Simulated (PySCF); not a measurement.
Input file:

```
{"job": {"kind": "epr", "basis": "pcH-1"}, "charge": 1, "multiplicity": 2}
C     -2.605490     0.238876     0.248269
C     -1.513444    -0.155887    -0.713965
C     -0.109926    -0.043579    -0.287371
C      0.282693     0.520298     0.946806
C      1.601056     0.498231     1.331420
C      2.576892    -0.037817     0.474627
C      2.209970    -0.596293    -0.754807
C      0.894325    -0.575459    -1.145573
H     -2.586289    -0.379900     1.146612
H     -3.577069     0.113575    -0.222172
H     -2.508891     1.276328     0.568993
H     -1.696660    -1.175375    -1.092361
H     -1.602556     0.439757    -1.642070
H     -0.457846     0.959588     1.596348
H      1.896929     0.911721     2.283422
H      3.619398     0.018386     0.752206
H      2.963675    -1.021919    -1.399366
H      0.604477    -0.984214    -2.102674
```

Command:

```sh
OMP_NUM_THREADS=1 python probes_run.py task.json out
```

Geometry: GFN2-xTB.

Theory: UKS B3LYP, pcH-1 on C H, non-relativistic, mean-field spin-orbit, GIAO (PySCF 2.14.0, density-fitted response routines).

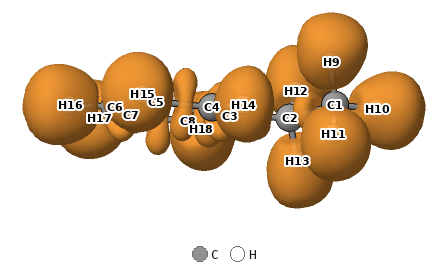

C8H10 (SMILES CC[C+]1[CH]C=CC=C1) (charge +1, doublet). Isosurface of the electron localisation function at 0.8 (orange), seen from one side. Only the valence region is drawn (cores and ρ < 0.01 e/Å³ removed).

**Identify the bonds, lone pairs and shells in this picture.**

The surface consists of eight regions between bonded C–C atoms (shared pairs) and ten regions around hydrogen nuclei. Profiles from the grid: C–C (1.37 Å): the ELF peaks at about 0.95 between the atoms: localised, covalent bonding. C–H (1.08 Å): the ELF climbs to about 1 towards the hydrogen, as it does in any bond to H; an ordinary covalent bond to hydrogen.
